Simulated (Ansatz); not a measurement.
Consider CH₄AlInO (SMILES [CH3][AlH][O][In]).

```xyz
8

C    -1.5056   -0.8687    0.5997
Al   -1.1611    0.5268   -0.7338
In    0.8512    3.5941    0.0063
O    -0.2408    1.9094   -0.3696
H    -1.1242   -1.8459    0.2526
H    -1.0459   -0.6544    1.5781
H    -2.5912   -1.0018    0.7569
H    -1.7518    0.3785   -2.2047
```

Geometry: B3LYP-D3(BJ)/def2-SVP; core potentials replace the inner electrons of In.

Level of theory: Ansatz 0.2.0, isolated molecule in a Gaussian basis; Kohn-Sham density functional theory, functional PBE0.

**What will maps of the electron density and electron localisation function show?**

Al–O (1.70 Å): ρ is about 0.88 e/Å³ halfway; the ELF peaks at about 0.85 in the valence shell of O, 0.6 Å from its nucleus, and is about 0.45 at the midpoint.
C–Al (1.96 Å): the density is about 0.71 e/Å³ at the midpoint; the ELF peaks at about 0.95 between the atoms: a shared but strongly polarised pair.
In–O (2.04 Å): the density is about 0.66 e/Å³ at the midpoint; the ELF peaks at about 0.85 in the valence shell of O, 0.6 Å from its nucleus, and drops to about 0.15 between the two atoms.
C–H (1.10 Å): ρ at the midpoint is about 1.9 e/Å³; the ELF climbs to about 1 towards the hydrogen, as it does in any bond to H; a covalent bond by its length.

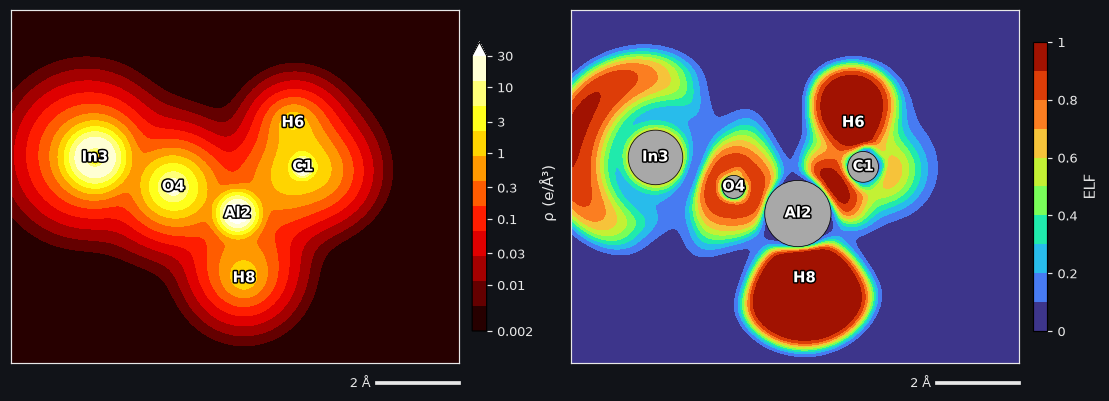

Computed electron density and electron localisation function on the plane of atoms C1, Al2 and O4, in this order. Grey discs cover the atomic cores in the ELF map. 
